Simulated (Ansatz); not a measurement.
# Σ5 (310) boundary in bcc Ta: structure and resistance, part 3 of 3

Wanted: what the Σ5 (310) boundary in bcc Ta costs an interconnect.

Ansatz 0.2.0; Ansatz plane-wave DFT, PBEsol, PAW files; relaxation of a bicrystal slab with its lowest layers held; PAW set soft_1 (the session's first sound run).

So far. Step 3 (Transmission across the boundary): Over the solved energies the transmission per spin lies between 1.85 and 2.11, out of 3.95 channels of the lead on average (up to 4.32). The log calls the step of a lead's potential too much. Step 4 (Specific resistance): Averaged over the energies near the Fermi level, 50.0 % of the channels pass, which makes 0.564 fΩ m².

**5. Single-crystal slab for reference**

This step: Ansatz plane-wave DFT, PBEsol, PAW files; relaxation of a single-crystal slab with its lowest layers held; PAW set soft_1 (Ansatz 0.2.0).

System of this step: Ta slab, plane (3, 1, 0). The cell holds 19 atoms: 19 Ta. Cell: a = 5.477 Å, b = 3.303 Å, c = 29.799 Å, α = 90.0°, β = 90.0°, γ = 72.5°. It derives from Ta. Vacuum lies along c.

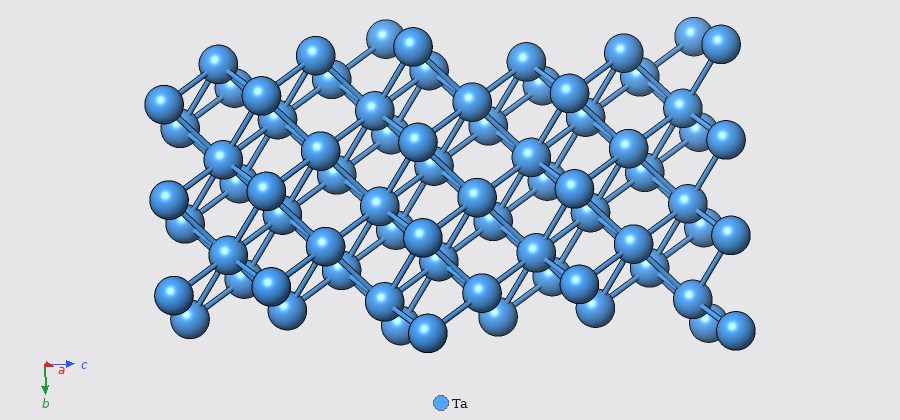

The cell of this step (tantalum blue). 1×3×1 cells are drawn. Some periodic images of atoms are drawn too.

Input file input.yaml:

```yaml
crystal:
  lattice:
    - [5.4766761838, 0.0, 0.0]
    - [0.9957593061, 3.1488674087, 0.0]
    - [0.0, 0.0, 29.7985010762]
  atoms:
    - { symbol: Ta, position: [0.7999999998, 0.6000000001, 0.1677936748] }
    - { symbol: Ta, position: [0.1999999998, 0.9000000001, 0.2028411146] }
    - { symbol: Ta, position: [0.5999999998, 0.2000000001, 0.2378885543] }
    - { symbol: Ta, position: [0.9999999999, 0.5, 0.2729359941] }
    - { symbol: Ta, position: [0.3999999999, 0.8, 0.3079834338] }
    - { symbol: Ta, position: [0.7999999999, 0.1, 0.3430308735] }
    - { symbol: Ta, position: [0.1999999999, 0.4, 0.3780783133] }
    - { symbol: Ta, position: [0.5999999999, 0.7, 0.413125753] }
    - { symbol: Ta, position: [0.9999999999, 0.0, 0.4481731928] }
    - { symbol: Ta, position: [0.3999999999, 0.3, 0.4832206325] }
    - { symbol: Ta, position: [0.7999999999, 0.6, 0.5182680723] }
    - { symbol: Ta, position: [0.1999999999, 0.9, 0.553315512] }
    - { symbol: Ta, position: [0.5999999999, 0.2, 0.5883629517] }
    - { symbol: Ta, position: [1.0, 0.5, 0.6234103915] }
    - { symbol: Ta, position: [0.4, 0.8, 0.6584578312] }
    - { symbol: Ta, position: [0.8, 0.1, 0.693505271] }
    - { symbol: Ta, position: [0.2, 0.4, 0.7285527107] }
    - { symbol: Ta, position: [0.6, 0.7, 0.7636001505] }
    - { symbol: Ta, position: [0.0, 0.0, 0.7986475902] }
kpoints:
  mp_grid: { grid: [7, 7, 1] }
hamiltonian:
  xc: pbesol
  pseudopotentials: { kind: paw, azcp: { folder: soft_1 }, xc_functional: pbe }
scf:
  occupations: { method: fermi_dirac, width: 0.1 }
relax:
  f_tol: 0.03
  max_steps: 80
  constraints: [{ sites: [0, 1, 2] }]
```

Launch:

```
> ansatz run input.yaml --threads 4 --pin off --max-ram 15360MiB --backend cpu --events-out ev --progress --plain --runs-dir out
```

Numbers of over 12 decimals in the logs are rounded to 6 here.

The log of the run:

```text
Warning: crystal.symmetry: narrowed to the stabiliser of the relax constraints — unitary ops 4 → 2; lowered at sites 0, 1, 2, 16, 17, 18 (the operations that carried what is held of a site onto what its image site leaves free; the constrained walk keeps no symmetry that its constraints do not admit)
[...]
Crystal: 19 atoms, lattice volume = 513.885 Å³
Basis set: ecut = 420 eV, 10051 PW (Γ), exchange–correlation on 80×48×400 points (8 copies of the dense FFT grid, shifted against one another)
Bands: 149, of which v1, the nominal top of the filled ones, is band 124 counted from 1 (123 counted from 0)
Symmetry: 2 space group operations
k-points: 16 of 49 (time reversal used)
[...]
SCF iter   1: F=—  HF=-186347.035088 eV  |F-HF|=—  |Δ(HF+E_count)|=         —  Δρ=5.34e-2  dr2=4.98e2  ethr=3.10e-3  ⟨swp⟩=9.2  Hψ=11381  notcnv=0  defer=14
[...]
SCF iter  11: F=-186334.348475 eV  HF=-186334.348476 eV  |F-HF|=3.67e-7  |Δ(HF+E_count)|=   1.65e-6  Δρ=6.50e-6  dr2=5.95e-7  ethr=2.05e-9  ⟨swp⟩=2.2  Hψ=8581  notcnv=0
SCF 1 converged in 11 iterations: F = -186334.348475 eV  dr2 = 5.95e-7
[...]
relax step   1: F+E_penalty+E_count = -186334.34847533 eV  Δ(F+E_penalty+E_count) = +0.000e0 eV  max|allowed force component| = 2.115e0 eV/Å  Δτ_max = 0.0000 Å  (11 SCF iters, dr2 threshold 2.25e-5 eV, accepted)
[...]
SCF iter   6: F=-186334.667993 eV  HF=-186334.668001 eV  |F-HF|=8.11e-6  |Δ(HF+E_count)|=   1.71e-6  Δρ=3.09e-5  dr2=1.62e-5  ethr=4.05e-8  ⟨swp⟩=3.0  Hψ=9368  notcnv=0
SCF 2 converged in 6 iterations: F = -186334.667993 eV  dr2 = 1.62e-5
relax step   2: F+E_penalty+E_count = -186334.66799293 eV  Δ(F+E_penalty+E_count) = -3.195e-1 eV  max|allowed force component| = 3.617e-1 eV/Å  Δτ_max = 0.1949 Å  (6 SCF iters, dr2 threshold 1.00e-4 eV, accepted)
SCF iter   1: F=—  HF=-186334.981441 eV  |F-HF|=—  |Δ(HF+E_count)|=         —  Δρ=1.19e-2  dr2=1.12e1  ethr=3.10e-3  ⟨swp⟩=4.8  Hψ=4895  notcnv=0  defer=20
[...]
SCF iter   8: F=-186334.721749 eV  HF=-186334.721751 eV  |F-HF|=2.27e-6  |Δ(HF+E_count)|=   4.20e-6  Δρ=8.51e-6  dr2=2.75e-6  ethr=3.31e-9  ⟨swp⟩=3.1  Hψ=10116  notcnv=0
SCF 3 converged in 8 iterations: F = -186334.721749 eV  dr2 = 2.75e-6
relax step   3: F+E_penalty+E_count = -186334.72174883 eV  Δ(F+E_penalty+E_count) = -5.376e-2 eV  max|allowed force component| = 2.415e-1 eV/Å  Δτ_max = 0.1938 Å  (8 SCF iters, dr2 threshold 8.17e-6 eV, accepted)
[...]
relax step   4: F+E_penalty+E_count = -186334.74490893 eV  Δ(F+E_penalty+E_count) = -2.316e-2 eV  max|allowed force component| = 1.036e-1 eV/Å  Δτ_max = 0.0962 Å  (7 SCF iters, dr2 threshold 3.64e-6 eV, accepted)
[...]
relax step   5: F+E_penalty+E_count = -186334.74757191 eV  Δ(F+E_penalty+E_count) = -2.663e-3 eV  max|allowed force component| = 2.698e-2 eV/Å  Δτ_max = 0.0435 Å  (7 SCF iters, dr2 threshold 1.97e-6 eV, accepted)
[...]
SCF iter   3: F=-186334.747572 eV  HF=-186334.747572 eV  |F-HF|=5.33e-9  |Δ(HF+E_count)|=   5.21e-8  Δρ=8.33e-7  dr2=1.56e-8  ethr=4.05e-11  ⟨swp⟩=3.0  Hψ=9345  notcnv=0
SCF 6 converged in 3 iterations: F = -186334.747572 eV  dr2 = 1.56e-8
relax step   6: F+E_penalty+E_count = -186334.74757227 eV  Δ(F+E_penalty+E_count) = -3.623e-7 eV  max|allowed force component| = 2.700e-2 eV/Å  Δτ_max = 0.0000 Å  (3 SCF iters, accepted)
SCF converged after 3 iterations
Free energy (F): -186334.747572 eV
[...]
Internal energy: -186333.970831 eV  (E = F + TS)
E sigma→0 (E₀):  -186334.359202 eV
Entropy (-TS):   -0.776741 eV (-40.881 meV/atom)
Fermi energy:    11.059005 eV
[...]
--- Forces (eV/Å), atoms counted from 1 ---
  atom   1  Ta     0.04172130    -0.01319343     2.02448294
  atom   2  Ta    -0.53329644     0.16864314    -0.69681048
  atom   3  Ta     0.48859045    -0.15450587    -1.30237063
  atom   4  Ta     0.00508536    -0.00160813    -0.00606035
  atom   5  Ta     0.00012879    -0.00004073    -0.00862747
  atom   6  Ta    -0.00229804     0.00072670    -0.00806568
  atom   7  Ta    -0.00067123     0.00021226    -0.00788671
  atom   8  Ta     0.00109666    -0.00034679    -0.00711920
  atom   9  Ta     0.00051306    -0.00016224    -0.00134531
  atom  10  Ta     0.00017255    -0.00005457     0.00586319
  atom  11  Ta     0.00611127    -0.00193255     0.00937474
  atom  12  Ta     0.00664999    -0.00210291    -0.00138051
  atom  13  Ta     0.00223946    -0.00070818    -0.00411338
  atom  14  Ta     0.00357320    -0.00112995    -0.00816600
  atom  15  Ta    -0.00340668     0.00107729    -0.00207234
  atom  16  Ta    -0.01188975     0.00375987     0.00516430
  atom  17  Ta    -0.01607046     0.00508193     0.00415213
  atom  18  Ta    -0.01524791     0.00482181    -0.00285599
  atom  19  Ta     0.02699858    -0.00853770     0.00781576
  max |Σ_I F_I| component: 2.10e-5 eV/Å
--- Relaxed structure (6 steps of the walk, 6 accepted, 0 SCFs on fresh bases) ---
  F+E_penalty+E_count = -186334.74757227 eV   max|allowed force component| = 2.700e-2 eV/Å
  atoms:
    - { symbol: Ta, position: [0.800000, 0.600000, 0.167794] }
    - { symbol: Ta, position: [0.200000, 0.900000, 0.202841] }
    - { symbol: Ta, position: [0.600000, 0.200000, 0.237889] }
    - { symbol: Ta, position: [0.997986, 0.501007, 0.269931] }
    - { symbol: Ta, position: [0.394352, 0.802824, 0.306303] }
    - { symbol: Ta, position: [0.799300, 0.100350, 0.340646] }
    - { symbol: Ta, position: [0.198905, 0.400548, 0.375298] }
    - { symbol: Ta, position: [0.597404, 0.701298, 0.409722] }
    - { symbol: Ta, position: [0.996570, 0.00171495, 0.444218] }
    - { symbol: Ta, position: [0.396012, 0.301994, 0.478983] }
    - { symbol: Ta, position: [0.795333, 0.602333, 0.513549] }
    - { symbol: Ta, position: [0.195852, 0.902074, 0.548311] }
    - { symbol: Ta, position: [0.595077, 0.202461, 0.582962] }
    - { symbol: Ta, position: [0.995489, 0.502256, 0.616902] }
    - { symbol: Ta, position: [0.398664, 0.800668, 0.651511] }
    - { symbol: Ta, position: [0.797666, 0.101167, 0.687753] }
    - { symbol: Ta, position: [0.198848, 0.400576, 0.721090] }
    - { symbol: Ta, position: [0.609698, 0.695151, 0.756190] }
    - { symbol: Ta, position: [0.00691763, -0.00345881, 0.782650] }
```

Wall time 4.4 min (4 threads of Arm Neoverse V1, shared host); peak memory 2.1 GiB.

Relaxation path:

| step | energy less that of the first step (eV) | largest force component (eV/Å) |
| --- | --- | --- |
| 1 | 0.0000 | 2.1145 |
| 2 | -0.3195 | 0.3617 |
| 3 | -0.3733 | 0.2415 |
| 4 | -0.3964 | 0.1036 |
| 5 | -0.3991 | 0.0270 |
| 6 | -0.3991 | 0.0270 |

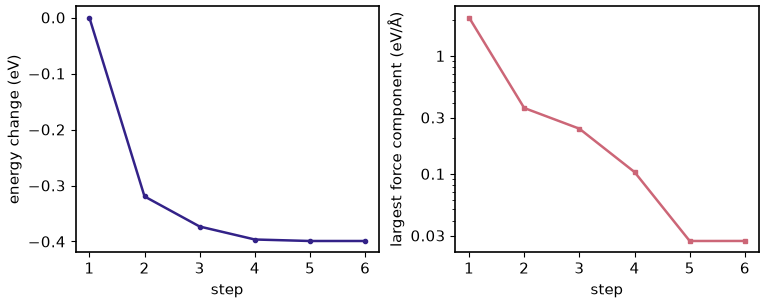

Energy and largest force along the relaxation.

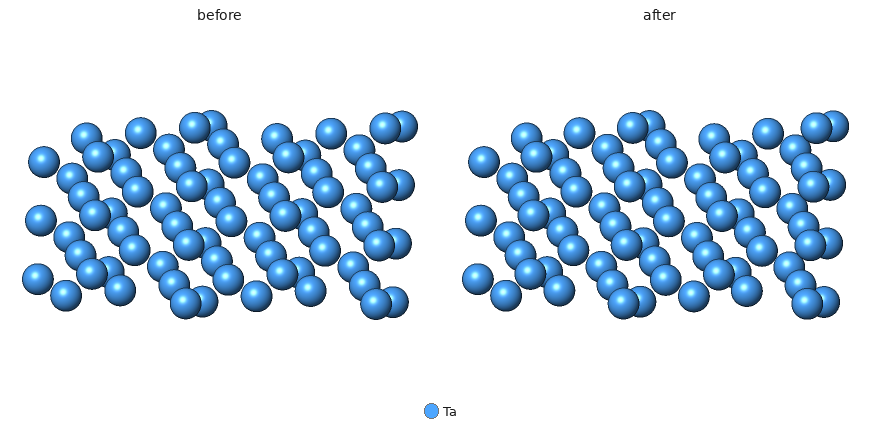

Before and after, at one scale.

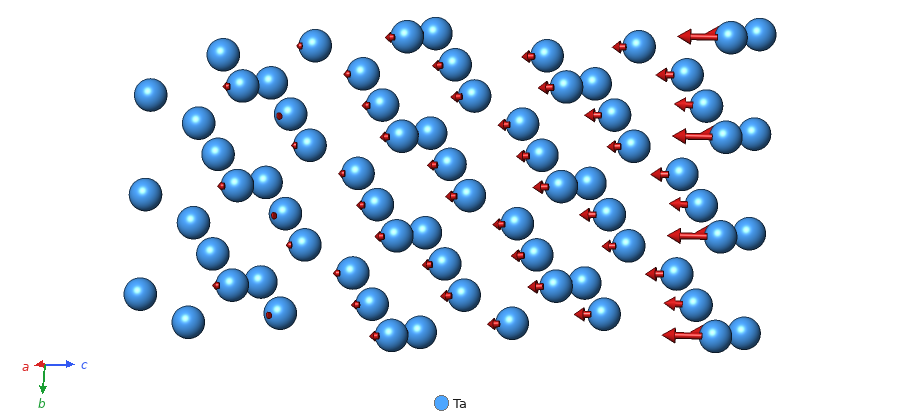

Displacements in the relaxation, exaggerated; the longest in the cell stands for 0.48 Å. 1×3×1 cells are drawn. Some periodic images of atoms are drawn too.

The atoms that moved most (Å):

| atom | dx | dy | dz | length |
| --- | --- | --- | --- | --- |
| Ta19 | 0.034 | -0.011 | -0.477 | 0.478 |
| Ta18 | 0.048 | -0.015 | -0.221 | 0.227 |
| Ta17 | -0.006 | 0.002 | -0.222 | 0.222 |
| Ta15 | -0.007 | 0.002 | -0.207 | 0.207 |
| Ta14 | -0.022 | 0.007 | -0.194 | 0.195 |
| Ta16 | -0.012 | 0.004 | -0.171 | 0.172 |
| Ta13 | -0.025 | 0.008 | -0.161 | 0.163 |
| Ta12 | -0.021 | 0.007 | -0.149 | 0.151 |

The relaxed structure:

```cif
data_structure
_symmetry_space_group_name_H-M 'P 1'
_symmetry_Int_Tables_number 1
_cell_length_a 5.4767
_cell_length_b 3.3026
_cell_length_c 29.7985
_cell_angle_alpha 90.000
_cell_angle_beta 90.000
_cell_angle_gamma 72.452
_cell_volume 513.88
loop_
_atom_site_label
_atom_site_type_symbol
_atom_site_fract_x
_atom_site_fract_y
_atom_site_fract_z
_atom_site_occupancy
Ta1 Ta 0.80000 0.60000 0.16779 1
Ta2 Ta 0.20000 0.90000 0.20284 1
Ta3 Ta 0.60000 0.20000 0.23789 1
Ta4 Ta 0.99799 0.50101 0.26993 1
Ta5 Ta 0.39435 0.80282 0.30630 1
Ta6 Ta 0.79930 0.10035 0.34065 1
Ta7 Ta 0.19890 0.40055 0.37530 1
Ta8 Ta 0.59740 0.70130 0.40972 1
Ta9 Ta 0.99657 0.00171 0.44422 1
Ta10 Ta 0.39601 0.30199 0.47898 1
Ta11 Ta 0.79533 0.60233 0.51355 1
Ta12 Ta 0.19585 0.90207 0.54831 1
Ta13 Ta 0.59508 0.20246 0.58296 1
Ta14 Ta 0.99549 0.50226 0.61690 1
Ta15 Ta 0.39866 0.80067 0.65151 1
Ta16 Ta 0.79767 0.10117 0.68775 1
Ta17 Ta 0.19885 0.40058 0.72109 1
Ta18 Ta 0.60970 0.69515 0.75619 1
Ta19 Ta 0.00692 0.99654 0.78265 1
```

This step gave:

| Quantity | Value |
| --- | --- |
| free energy | -186334.7476 eV |
| energy at zero smearing | -186334.3592 eV |
| Fermi energy | 11.06 eV |

The largest force component on a free atom ends at 0.027 eV/Å, under the tolerance of 0.03, after 6 steps.

**6. Bulk reference**

This step: Ansatz plane-wave DFT, PBEsol, PAW files; bulk reference; PAW set soft_1 (Ansatz 0.2.0).

System of this step: Ta. It takes space group Im-3m (No. 229, cubic). Conventional cell: a = 3.303 Å, b = 3.303 Å, c = 3.303 Å, α = 90.00°, β = 90.00°, γ = 90.00°. Nearest to Ta lie 8 Ta at 2.86 Å.

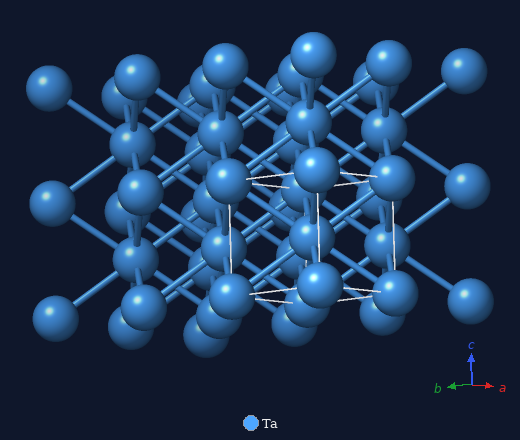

The cell of this step (tantalum blue). 2×3×2 conventional cells are drawn. Some periodic images of atoms are drawn too.

input.yaml, the sections that differ from step 5:

```yaml
crystal:
  lattice:
    - [-1.65128, 1.65128, 1.65128]
    - [1.65128, -1.65128, 1.65128]
    - [1.65128, 1.65128, -1.65128]
  atoms:
    - { symbol: Ta, position: [0.0, 0.0, 0.0] }
kpoints:
  mp_grid: { grid: [18, 18, 18] }
# hamiltonian, scf: as in step 5
# relax: removed
```

The log of the run:

```text
[...]
Crystal: 1 atoms, lattice volume = 18.010 Å³
Basis set: ecut = 420 eV, 369 PW (Γ)
Bands: 11, of which v1, the nominal top of the filled ones, is band 7 counted from 1 (6 counted from 0)
Symmetry: 48 space group operations
[...]
k-points: 195 of 5832
[...]
SCF iter   1: F=—  HF=-9807.556236 eV  |F-HF|=—  |Δ(HF+E_count)|=         —  Δρ=4.18e-2  dr2=3.31e-1  ethr=3.10e-3  ⟨swp⟩=5.0  Hψ=11056  notcnv=0
[...]
SCF iter   6: F=-9807.424788 eV  HF=-9807.424788 eV  |F-HF|=9.46e-11  |Δ(HF+E_count)|=   7.02e-9  Δρ=1.53e-6  dr2=1.53e-10  ethr=1.86e-10  ⟨swp⟩=1.0  Hψ=5571  notcnv=0
SCF 1 converged in 6 iterations: F = -9807.424788 eV  dr2 = 1.53e-10
[...]
SCF converged after 6 iterations
Free energy (F): -9807.424788 eV
[...]
Internal energy: -9807.381823 eV  (E = F + TS)
E sigma→0 (E₀):  -9807.403306 eV
Entropy (-TS):   -0.042965 eV (-42.965 meV/atom)
Fermi energy:    18.344662 eV
[...]
```

Run time: 0.66 s. Hardware: 4 threads; peak memory 0.29 GiB.

Numbers from this step:

```yaml
free_energy: -9807.4248 eV
energy_at_zero_smearing: -9807.4033 eV
fermi_energy: 18.34 eV
```

**7. Boundary energy**

This step: Ansatz plane-wave DFT, PBEsol, PAW files; bicrystal less single-crystal slab less bulk atoms, a boundary area; PAW set soft_1 (Ansatz 0.2.0).

This step gave:

| Quantity | Value |
| --- | --- |
| excess energy of the cell | 1.568 eV |
| boundary energy | 1.457 J/m² |

The boundary costs 1.5 J/m².

By hand: 1.57 eV / 17.25 Å² × 16.02 = 1.46 J/m².

**8. Outcome**

```
specific resistance of the boundary : 0.564 fΩ m²
share of channels that pass         : 0.500
boundary energy                     : 1.46 J/m²
```

In words: The boundary has a specific resistance of 0.56 fΩ m² and an energy of 1.5 J/m². The boundary reflects 50 % of the channels; 0.56 fΩ m² is 5.6×10⁻¹² Ω·cm². That equals the resistance of 4.2 nm of bulk Ta at 300 K (measured 13.5 µΩ cm, CRC Handbook of Chemistry and Physics, 84th ed., 2003, Electrical Resistivity of Pure Metals). In the relaxation the upper grain slid sideways by about 0.5 Å, so the result belongs to the position that it found, not to the starting one. One starting structure was relaxed; another shift or atom count at the boundary may lie lower. Spin-orbit coupling is left out, which matters for Ta. A lead's potential steps by up to 33 meV from period to period, which the log calls too much, so longer leads could move the result.

[Logs are printed without paths, hosts, clocks, repeated set-up lines and the standing remarks that a program may print on its own settings, such as how far it seeks lower states.]

[Hosts, paths, dates, database ids (printed as entryN), source tags and the programs' standing remarks are cut or masked in the printed files.]
